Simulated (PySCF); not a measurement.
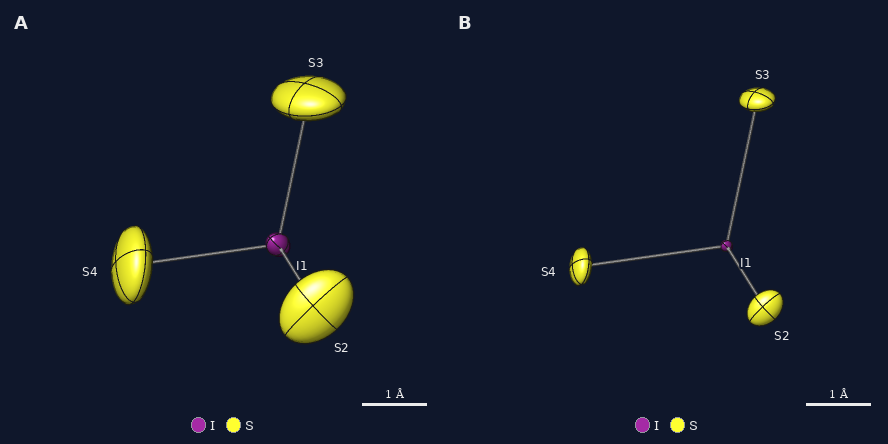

Displacement ellipsoids at the 50 % level, scaled by 3, from the internal vibrations of the free molecule (harmonic, no overall translation or rotation; no half-axis is drawn under 0.075 Å). State: charge −1, singlet. Vibrations computed with RKS-based B3LYP, I def2-SVPD with ECP28, S def2-SVPD; scalar-relativistic core potentials; density fitting (PySCF 2.14.0). One panel is for 200 K, the other for 900 K.

Question: Which panel is for 900 K?

Answer: A.

Question: How much does the mean-square displacement of S3 grow, and why?

Answer: U_eq goes from 0.0030 to 0.0122 Å², a factor of 4.0. Modes below kT (626 cm⁻¹ at 900 K) grow about in proportion to T, and the lowest lies at 124 cm⁻¹; the mean-square amplitude of a mode is its zero-point value times coth(ħω/2kT), which comes close to 1 only above about 3kT.
